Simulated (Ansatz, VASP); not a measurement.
# SrO: VASP beside Ansatz

Wanted: the spread between two codes on one cell, functional and k mesh. Other levels of theory on this material are compared in a session of their own. Valence electrons are named where the data sets of a main pair hold unlike numbers.

Calculated with Ansatz 0.2.0; plane waves, with VASP 6.6.1 beside it; band structure at r2SCAN.

### 1. Set-up

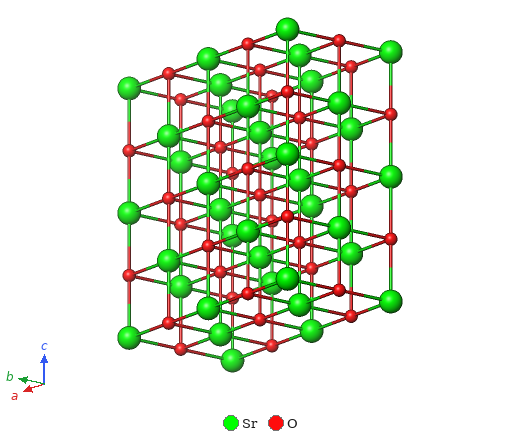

The starting structure, seen from a free direction (strontium green, oxygen red). 2×1×2 cells are drawn. This picture shows the conventional cell, with its axes. Some periodic images of atoms are drawn too.

Structure file:

```
Sr O
1.0
     0.00000    2.58066    2.58066
     2.58066    0.00000    2.58066
     2.58066    2.58066    0.00000
Sr O
1 1
Direct
  0.00000 0.00000 0.00000
  0.50000 0.50000 0.50000
```

### 2. VASP: band structure, r2SCAN

The same path points are solved in both programs, so levels can be compared one by one.

Lines of VASP's logs that name or quote its potential files are left out, and so is its time.

INCAR

```
SYSTEM = SrO
PREC = Accurate
ENCUT = 520
EDIFF = 1E-06
NELM = 100
ISMEAR = 0
SIGMA = 0.02
LREAL = .FALSE.
ALGO = Normal
METAGGA = R2SCAN
LASPH = .TRUE.
NBANDS = 20
LORBIT = 11
LWAVE = .FALSE.
LCHARG = .FALSE.
KPAR = 4
```

POSCAR

```
SrO
1.0
    0.0000000000      2.5806600000      2.5806600000
    2.5806600000      0.0000000000      2.5806600000
    2.5806600000      2.5806600000      0.0000000000
Sr O
1 1
Direct
    0.0000000000      0.0000000000      0.0000000000
    0.5000000000      0.5000000000      0.5000000000
```

KPOINTS

```
Automatic mesh
0
Gamma
5 5 5
0 0 0
```

KPOINTS_OPT

```
Line mode
16
Line-mode
Reciprocal
  0.00000000   0.00000000   0.00000000 GAMMA
  0.50000000   0.00000000   0.50000000 X

  0.50000000   0.00000000   0.50000000 X
  0.50000000   0.25000000   0.75000000 W

  0.50000000   0.25000000   0.75000000 W
  0.37500000   0.37500000   0.75000000 K

  0.37500000   0.37500000   0.75000000 K
  0.00000000   0.00000000   0.00000000 GAMMA

  0.00000000   0.00000000   0.00000000 GAMMA
  0.50000000   0.50000000   0.50000000 L

  0.50000000   0.50000000   0.50000000 L
  0.62500000   0.25000000   0.62500000 U

  0.62500000   0.25000000   0.62500000 U
  0.50000000   0.25000000   0.75000000 W

  0.50000000   0.25000000   0.75000000 W
  0.50000000   0.50000000   0.50000000 L

  0.50000000   0.50000000   0.50000000 L
  0.37500000   0.37500000   0.75000000 K

  0.62500000   0.25000000   0.62500000 U
  0.50000000   0.00000000   0.50000000 X
```

PAW data sets: Sr_sv and O (PBE family, release 64).

On the command line:

```console
mpirun -np 4 vasp_std
```

Numbers of over 12 decimals in the logs are rounded to 6 here.

Output:

```text
[banner, memory and clock lines left out]
running    4 mpi-ranks, on    1 nodes
 distrk:  each k-point on    1 cores,    4 groups
 distr:  one band on    1 cores,    1 groups

 POSCAR found type information on POSCAR SrO
 POSCAR found :  2 types and       2 ions
|                                                                             |
|               ----> ADVICE to this user running VASP <----                  |
|                                                                             |
|     You enforced a specific xc type in the INCAR file but a different       |
|     [... a line on the potential file left out ...]
|     I HOPE YOU KNOW WHAT YOU ARE DOING!                                     |
|                                                                             |

 LDA part: xc-table for (None), standard interpolation
 POSCAR, INCAR and KPOINTS ok, starting setup
 FFT: planning ... GRIDC
 FFT: planning ... GRID_SOFT
 FFT: planning ... GRID
 WAVECAR not read
 entering main loop
       N       E                     dE             d eps       ncg     rms          rms(c)
DAV:   1     0.484598983880E+02    0.48460E+02   -0.80895E+03   400   0.808E+02
DAV:   2    -0.312326554924E+02   -0.79693E+02   -0.75053E+02   504   0.199E+02
DAV:   3    -0.346726690157E+02   -0.34400E+01   -0.33960E+01   548   0.319E+01
DAV:   4    -0.347182651696E+02   -0.45596E-01   -0.45583E-01   488   0.336E+00
DAV:   5    -0.347192282257E+02   -0.96306E-03   -0.96304E-03   512   0.370E-01    0.157E+01
DAV:   6    -0.269112969681E+02    0.78079E+01   -0.28165E+00   556   0.126E+01    0.146E+01
DAV:   7    -0.270415936008E+02   -0.13030E+00   -0.16767E-01   456   0.295E+00    0.847E+00
DAV:   8    -0.270604521894E+02   -0.18859E-01   -0.88552E-02   404   0.244E+00    0.693E-01
DAV:   9    -0.270558599231E+02    0.45923E-02   -0.12758E-02   456   0.109E+00    0.280E-01
DAV:  10    -0.270552209107E+02    0.63901E-03   -0.15522E-03   444   0.376E-01    0.127E-01
DAV:  11    -0.270554075155E+02   -0.18660E-03   -0.48162E-04   436   0.166E-01    0.954E-02
DAV:  12    -0.270554052469E+02    0.22686E-05   -0.20391E-05   460   0.314E-02    0.224E-02
DAV:  13    -0.270554042220E+02    0.10249E-05   -0.15585E-06   572   0.117E-02    0.107E-02
DAV:  14    -0.270554037295E+02    0.49246E-06   -0.31353E-07   232   0.392E-03
   1 F= -.27055404E+02 E0= -.27055404E+02  d E =-.440529E-23
 Start KPOINTS_OPT (optional k-point list driver)
k-point batch [1-10\160]
       N       E                     dE             ncg
DAV:   1    -0.835605257065E+03   -0.22425E+04      400
DAV:   2    -0.165116231433E+04   -0.81556E+03      472
DAV:   3    -0.167958746781E+04   -0.28425E+02      528
DAV:   4    -0.168020792607E+04   -0.62046E+00      540
DAV:   5    -0.168021789671E+04   -0.99706E-02      492
DAV:   6    -0.168021820192E+04   -0.30520E-03      524
DAV:   7    -0.168021821142E+04   -0.95011E-05      448
DAV:   8    -0.168021821171E+04   -0.29125E-06      368
[...]
k-point batch [151-160\160]
       N       E                     dE             ncg
DAV:   1    -0.873482228057E+03   -0.75037E+04      400
DAV:   2    -0.167483043221E+04   -0.80135E+03      512
DAV:   3    -0.170131174637E+04   -0.26481E+02      556
DAV:   4    -0.170161911375E+04   -0.30737E+00      472
DAV:   5    -0.170162247984E+04   -0.33661E-02      516
DAV:   6    -0.170162254722E+04   -0.67380E-04      468
DAV:   7    -0.170162254878E+04   -0.15592E-05      468
DAV:   8    -0.170162254881E+04   -0.32484E-07      284
```

OUTCAR, selected parts (step 2):

```text
ion  position               nearest neighbor table
   1  0.000  0.000  0.000-   2 2.58   2 2.58   2 2.58   2 2.58   2 2.58   2 2.58
   2  0.500  0.500  0.500-   1 2.58   1 2.58   1 2.58   1 2.58   1 2.58   1 2.58

  LATTYP: Found a face centered cubic cell.
 ALAT       =     5.1613200000

 Subroutine GETGRP returns: Found 48 space group operations
 (whereof 48 operations were pure point group operations)

The static configuration has the point symmetry O_h .

 Found     10 irreducible k-points:

   k-points           NKPTS =     10   k-points in BZ     NKDIM =     10   number of bands    NBANDS=     20

   dimension x,y,z NGX =    28 NGY =   28 NGZ =   28
   dimension x,y,z NGXF=    56 NGYF=   56 NGZF=   56

   ENCUT  =  520.0 eV  38.22 Ry    6.18 a.u.   6.79  6.79  6.79*2*pi/ulx,y,z

   NELECT =      16.0000    total number of electrons

 k-points in reciprocal lattice and weights: Automatic mesh
   0.00000000  0.00000000  0.00000000       0.008
   0.20000000  0.00000000  0.00000000       0.064
   0.40000000  0.00000000  0.00000000       0.064
   0.20000000  0.20000000  0.00000000       0.048
   0.40000000  0.20000000  0.00000000       0.192
  -0.40000000  0.20000000  0.00000000       0.192
  -0.20000000  0.20000000  0.00000000       0.096
   0.40000000  0.40000000  0.00000000       0.048
  -0.40000000  0.40000000  0.00000000       0.096
  -0.40000000  0.40000000  0.20000000       0.192

 average (electrostatic) potential at core
       1 -41.1340       2 -74.3968

 E-fermi :   1.4258

 k-point     1 :       0.0000    0.0000    0.0000
  band No.  band energies     occupation
    ...
      4     -13.2575      2.00000
      5     -13.2575      2.00000
      6       1.2907      2.00000
      7       1.2907      2.00000
      8       1.2907      2.00000
      9       5.8655      0.00000
     10       8.0417      0.00000
     11       8.0417      0.00000
     12       8.0417      0.00000
     13      10.3373      0.00000
    ...

 k-point     2 :       0.2000    0.0000    0.0000
  band No.  band energies     occupation
    ...
      4     -13.2837      2.00000
      5     -12.7752      2.00000
      6       0.3930      2.00000
      7       0.8618      2.00000
      8       0.8618      2.00000
      9       7.3929      0.00000
     10       7.8117      0.00000
     11       8.8025      0.00000
     12       8.8025      0.00000
     13      11.3053      0.00000
    ...

 k-point     3 :       0.4000    0.0000    0.0000
  band No.  band energies     occupation
    ...
      4     -13.3252      2.00000
      5     -12.3069      2.00000
      6      -0.6518      2.00000
      7       0.2740      2.00000
      8       0.2740      2.00000
      9       8.1880      0.00000
     10       9.8309      0.00000
     11      10.3765      0.00000
     12      10.3765      0.00000
     13      13.2736      0.00000
    ...

  Total        0.0958160      0.0958160      0.0958160      0.0000000      0.0000000     -0.0000000
  in kB        4.4660751      4.4660751      4.4660751      0.0000000      0.0000000     -0.0000000
  external PRESSURE =       4.4660751 kB  Pullay stress =       0.0000000 kB

  energy-cutoff  :      520.00
  volume of cell :       34.37
      direct lattice vectors                 reciprocal lattice vectors
     0.000000000  2.580660000  2.580660000    -0.193748886  0.193748886  0.193748886
     2.580660000  0.000000000  2.580660000     0.193748886 -0.193748886  0.193748886
     2.580660000  2.580660000  0.000000000     0.193748886  0.193748886 -0.193748886

 POSITION                                       TOTAL-FORCE (eV/Angst)
 -----------------------------------------------------------------------------------
      0.00000      0.00000      0.00000        -0.000000     -0.000000      0.000000
      2.58066      2.58066      2.58066         0.000000      0.000000     -0.000000
 -----------------------------------------------------------------------------------
    total drift:                                0.000000      0.000000      0.000000

  FREE ENERGIE OF THE ION-ELECTRON SYSTEM (eV)
  ---------------------------------------------------
  free  energy   TOTEN  =       -27.0554037295 eV

  energy  without entropy=      -27.0554037295  energy(sigma->0) =      -27.05540373

 total charge
# of ion       s       p       d       tot
------------------------------------------
    1        2.014   5.901   0.235   8.151
    2        1.554   3.447   0.000   5.001
--------------------------------------------------
tot          3.569   9.348   0.235  13.152

[... 3 further parts left out ...]
```

The run ends at a pressure of 0.45 GPa.

### 3. Ansatz: band structure, r2SCAN

Ansatz runs on its default PAW (the set named soft_2) files.

The same cell, functional, mesh and smearing now go to Ansatz, which takes its cutoff from its data sets.

input.yaml

```yaml
crystal:
  lattice:
    - [0.0, 2.58066, 2.58066]
    - [2.58066, 0.0, 2.58066]
    - [2.58066, 2.58066, 0.0]
  atoms:
    - { symbol: Sr, position: [0.0, 0.0, 0.0] }
    - { symbol: O, position: [0.5, 0.5, 0.5] }
hamiltonian:
  xc: r2scan
  pseudopotentials: { kind: paw }
kpoints:
  mp_grid: { grid: [5, 5, 5] }
  band_path:
    path:
      - [0.0, 0.0, 0.0]
      - [0.16667, 0.0, 0.16667]
      - [0.33333, 0.0, 0.33333]
      - [0.5, 0.0, 0.5]
      - [0.5, 0.08333, 0.58333]
      - [0.5, 0.18333, 0.68333]
      - [0.5, 0.25, 0.75]
      - [0.45, 0.3, 0.75]
      - [0.40833, 0.34167, 0.75]
      - [0.35, 0.35, 0.7]
      - [0.225, 0.225, 0.45]
      - [0.075, 0.075, 0.15]
      - [0.03333, 0.03333, 0.03333]
      - [0.23333, 0.23333, 0.23333]
      - [0.4, 0.4, 0.4]
      - [0.51667, 0.46667, 0.51667]
      - [0.55833, 0.38333, 0.55833]
      - [0.60833, 0.28333, 0.60833]
      - [0.60833, 0.25, 0.64167]
      - [0.55833, 0.25, 0.69167]
      - [0.51667, 0.25, 0.73333]
      - [0.5, 0.3, 0.7]
      - [0.5, 0.38333, 0.61667]
      - [0.5, 0.48333, 0.51667]
      - [0.475, 0.475, 0.55]
      - [0.425, 0.425, 0.65]
      - [0.38333, 0.38333, 0.73333]
      - [0.59167, 0.18333, 0.59167]
      - [0.55, 0.1, 0.55]
      - [0.5, 0.0, 0.5]
    npoints: 1
scf:
  occupations: { method: gaussian, width: 0.02 }
  n_extra_bands: 7
output:
  forces: true
  stress: true
  eigenvalues: true
```

On the command line:

```console
ansatz run input.yaml --threads 2 --pin off --max-ram 4608MiB --backend cpu --events-out ev --progress --plain --runs-dir out
```

Output:

```text
scf.n_extra_bands = 7 over 8 filled bands (N_el = 16.0): the run solves 15 bands
Engine: ansatz 0.2.0, aarch64-unknown-linux-gnu
Pseudopotentials: kind: paw
Pseudopotential: Sr, paw, valence charge 10, recommended cutoff 500 eV (meta_gga), Sr.paw.azcp
Pseudopotential: O, paw, valence charge 6, recommended cutoff 500 eV (meta_gga), O.paw.azcp
Functional definition: r2SCAN
  parameter k0 = 0.174
  parameter k1 = 0.065
  parameter a1 = 4.9479
  exchange = r2scan_x(k0 = k0, k1 = k1, a1 = a1)
  correlation = r2scan_c
Crystal: 2 atoms, lattice volume = 34.373 Å³
Basis set: ecut = 500 eV, 893 PW (Γ), exchange–correlation on 108×108×108 points (64 copies of the dense FFT grid, shifted against one another)
Bands: 15, of which v1, the nominal top of the filled ones, is band 8 counted from 1 (7 counted from 0)
Symmetry: 48 space group operations
Space group: Fm-3m (ITA 225), of the structure as read, at distance tolerance 3.3e-5 Å
k-points: 10 of 125
Non-local potential: Sr, projectors of the file, l = 0: 3, l = 1: 2, l = 2: 2
Non-local potential: O, projectors of the file, l = 0: 2, l = 1: 2, l = 2: 1
PAW form: soft (Blöchl's): semilocal exchange-correlation on the pseudo side does not see the compensation charge
PAW frozen core: Sr, regenerated for the run's functional (the file was generated under x = pbe(κ = 0.804, μ = 0.219515), c = pbe(β = 0.066725))
PAW frozen core: O, regenerated for the run's functional (the file was generated under x = pbe(κ = 0.804, μ = 0.219515), c = pbe(β = 0.066725))
PAW one-centre angular grid: Sr, 302 points (default); XC on 160 Gauss nodes
PAW one-centre angular grid: O, 302 points (default); XC on 160 Gauss nodes
Initial density: superposition of atomic densities (neutral atoms: chi_scale 0, normalization atom), corrected by the library's trained network
Initial wavefunctions: pseudopotential atomic-orbital guess
Functional: x = r2scan, c = r2scan; τ floored in thin density (d = 2e-4 eV/Å³)
SCF iter   1: F=—  HF=-4126.974984 eV  |F-HF|=—  |Δ(HF+E_count)|=         —  Δρ=8.20e-3  dr2=3.13e-2  dr2_τ=5.54e-2  ethr=1.77e-3  ⟨swp⟩=8.8  Hψ=1114  notcnv=0
preconditioner: auto → none  [insulator: Δε(μ)=4.232 eV  Ē_g=19.331 eV  σ=0.020 eV  W_gap=1.00  n_scr=8 (ndim 8)  ℏωp=23.7 eV  f_vac=0.000  D(μ)=0.00/eV (n_scr^D=0)  ε∞_Penn≈2.5]
SCF iter   2: F=—  HF=-4127.057667 eV  |F-HF|=—  |Δ(HF+E_count)|=   8.27e-2  Δρ=8.25e-3  dr2=1.32e-2  dr2_τ=3.39e-3  ethr=1.95e-4  ⟨swp⟩=2.9  Hψ=379  notcnv=0  defer=14
SCF iter   3: F=—  HF=-4127.055011 eV  |F-HF|=—  |Δ(HF+E_count)|=   2.66e-3  Δρ=2.33e-3  dr2=1.03e-3  dr2_τ=1.13e-4  ethr=8.24e-5  ⟨swp⟩=2.1  Hψ=217  notcnv=0  defer=14
SCF iter   4: F=—  HF=-4127.054956 eV  |F-HF|=—  |Δ(HF+E_count)|=   5.57e-5  Δρ=6.08e-4  dr2=9.91e-5  dr2_τ=1.12e-5  ethr=6.44e-6  ⟨swp⟩=2.8  Hψ=243  notcnv=0  defer=14
SCF iter   5: F=—  HF=-4127.054951 eV  |F-HF|=—  |Δ(HF+E_count)|=   4.38e-6  Δρ=1.26e-4  dr2=4.31e-6  dr2_τ=2.98e-7  ethr=6.19e-7  ⟨swp⟩=2.2  Hψ=172  notcnv=0  defer=14
SCF iter   6: F=—  HF=-4127.054951 eV  |F-HF|=—  |Δ(HF+E_count)|=   4.41e-7  Δρ=2.25e-5  dr2=1.81e-7  dr2_τ=1.99e-8  ethr=2.70e-8  ⟨swp⟩=2.0  Hψ=166  notcnv=0  defer=14
SCF iter   7: F=-4127.054951 eV  HF=-4127.054951 eV  |F-HF|=1.40e-8  |Δ(HF+E_count)|=   1.76e-8  Δρ=7.46e-6  dr2=1.86e-8  dr2_τ=6.93e-10  ethr=6.25e-10  ⟨swp⟩=10.6  Hψ=707  notcnv=0
SCF 1 converged in 7 iterations: F = -4127.054951 eV  dr2 = 1.86e-8
  greatest PAW one-centre occupation: 0.988 electrons in one spin orbital (limit 2), on the Sr atom at site 0 (counted from 0), in its partial waves of l = 0
NSCF: frozen V_eff on 30 k-points
SCF converged after 7 iterations
Free energy (F): -4127.054951 eV
Harris-Foulkes:  -4127.054951 eV  (|F-HF|=1.40e-8)
Internal energy: -4127.054951 eV  (E = F + TS)
E sigma→0 (E₀):  -4127.054951 eV
Fermi energy:    9.480138 eV
--- Per-component energies (eV) ---
  E_band       = -71.697698
  E_kinetic    = 424.200132
  E_local      = -870.066129  (includes V_loc(G=0)·N_el)
  E_nonlocal   = 248.872918
  E_hartree    = 236.698239
  E_xc         = -239.156166
  E_vxc        = -286.616684  (∫ρ·V_xc dr)
  E_paw        = -2875.197697  (= ΣΔE_a)
  E_vpaw       = -77.958760  (= ΣTr[D̂ρ^β])
  E_aug_tail   = 0.001091  (compensation charges beyond the density's cutoff)
  E_vtau       = 16.475614  (kinetic-family band-sum trace: ∫τ·v_τ [+ j·A + Jᵃ·Aᵃ] dr)
  E_ewald      = -1052.229361
  E_core_change = -0.177977  (= ΣΔE_core)
  E_smearing   = -0.000000  (= −TS)
  E_closure    = -0.000000  (closes the sum)
  Σ components = -4127.054951   (vs F -4127.054951, Δ=0.00e0)
--- Forces (eV/Å), atoms counted from 1 ---
  atom   1  Sr    -0.00000000     0.00000000    -0.00000000
  atom   2  O      0.00000000    -0.00000000     0.00000000
  max |Σ_I F_I| component: 3.04e-29 eV/Å
--- Stress (GPa, compression-positive) ---
       -0.077908      -0.000000      -0.000000
        0.000000      -0.077908       0.000000
       -0.000000      -0.000000      -0.077908
  P = ⅓ Tr σ = -0.0779 GPa (-0.779 kbar)
--- Band table (eV; the first three rows and the last of 10) ---
  k-point 0: bands = [... 4 lower, -6.9257, 7.4864, 7.4864, 7.4864, 12.0688, 14.2985, 14.2985, 14.2985, ... 3 higher]
  k-point 1: bands = [... 4 lower, -6.4719, 6.5977, 7.0689, 7.0689, 13.5977, 14.0430, 15.0531, 15.0531, ... 3 higher]
  k-point 2: bands = [... 4 lower, -6.0199, 5.5654, 6.4944, 6.4944, 14.4181, 16.0062, 16.6309, 16.6309, ... 3 higher]
  k-point 9: bands = [... 4 lower, -6.4875, 6.3594, 6.8147, 7.1129, 13.3098, 15.0698, 16.8920, 18.4516, ... 3 higher]
```

Wall time 2.2 s (2 threads of Arm Neoverse V1, shared host); peak memory 0.34 GiB; 3.4 s of CPU time.

Reading the cycles: dr2 is the Hartree energy of the density residual (eV), the measure of convergence; HF is the Harris–Foulkes estimate of the energy, which meets the free energy F at convergence.

### 4. Side by side

Known differences besides the potentials themselves: VASP keeps PBE cores, Ansatz makes them for the functional; the cutoff is 500 eV in Ansatz and 520 eV in VASP. Total energies have different zeros and are not compared.

Compared:

| quantity | Ansatz | VASP | difference |
| --- | --- | --- | --- |
| pressure (GPa) | -0.08 | 0.45 | -0.52 |
| gap over the path points (eV) | 3.799 | 3.747 | +0.052 |

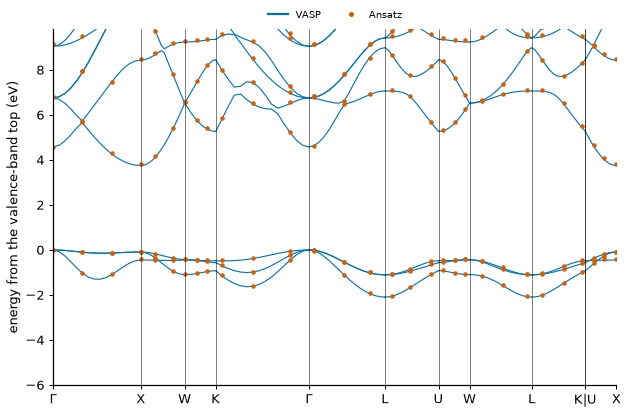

Bands from VASP (lines) and levels from Ansatz (dots). Dots without a line are higher empty bands that the VASP plot leaves out.

Levels at points of the path, from each program's valence-band top (eV; 3 filled, then empty):

| k (reciprocal lattice) | Ansatz | VASP |
| --- | --- | --- |
| 0.000 0.000 0.000 | 0.00 0.00 0.00 4.58 6.81 6.81 | 0.00 0.00 0.00 4.58 6.75 6.75 |
| 0.167 0.000 0.167 | -1.01 -0.10 -0.10 5.70 5.75 7.93 | -1.03 -0.10 -0.10 5.66 5.73 7.88 |
| 0.333 0.000 0.333 | -1.07 -0.13 -0.13 4.32 7.47 10.34 | -1.10 -0.14 -0.14 4.27 7.45 10.28 |
| 0.500 0.000 0.500 | -0.42 -0.08 -0.08 3.80 8.49 10.94 | -0.45 -0.09 -0.09 3.75 8.43 10.84 |
| 0.500 0.083 0.583 | -0.43 -0.35 -0.16 4.17 8.74 9.73 | -0.46 -0.36 -0.18 4.13 8.68 9.73 |
| 0.500 0.183 0.683 | -0.93 -0.44 -0.34 5.42 7.81 9.20 | -0.94 -0.47 -0.36 5.38 7.79 9.13 |
| 0.500 0.250 0.750 | -1.08 -0.41 -0.41 6.55 6.55 9.30 | -1.10 -0.44 -0.44 6.52 6.52 9.24 |
| 0.450 0.300 0.750 | -1.03 -0.44 -0.44 5.78 7.50 9.33 | -1.05 -0.47 -0.46 5.75 7.47 9.27 |
| 0.408 0.342 0.750 | -0.94 -0.51 -0.45 5.40 8.21 9.39 | -0.96 -0.53 -0.48 5.36 8.19 9.33 |
| 0.350 0.350 0.700 | -1.13 -0.68 -0.46 5.84 8.01 9.59 | -1.15 -0.70 -0.49 5.81 7.99 9.53 |

Among the levels compared at these points, filled levels agree within 31 meV and empty ones within 94 meV.

### 5. Summary of results

```json
{
  "largest difference of a filled level at the path points (band structure, r2SCAN)": "31 meV",
  "difference in pressure (band structure, r2SCAN)": "-0.52 GPa",
  "difference in gap over the path points (band structure, r2SCAN)": "0.052 eV"
}
```

What this shows: The difference in gap over the path points is 0.052 eV (band structure, r2SCAN), within the 0.08 eV picked in this series as the mark of a large difference. 4 further runs of this series are not shown here. How closely two codes agree says nothing of how well the functional describes the real material.

[Lines on the potential files, build, host, timing and source positions are cut from VASP's logs without a mark.]

[Logs are printed without paths, hosts, clocks, repeated set-up lines and the standing remarks that a program may print on its own settings, such as how far it seeks lower states.]

[Hosts, paths, dates, database ids (printed as entryN), source tags and the programs' standing remarks are cut or masked in the printed files.]
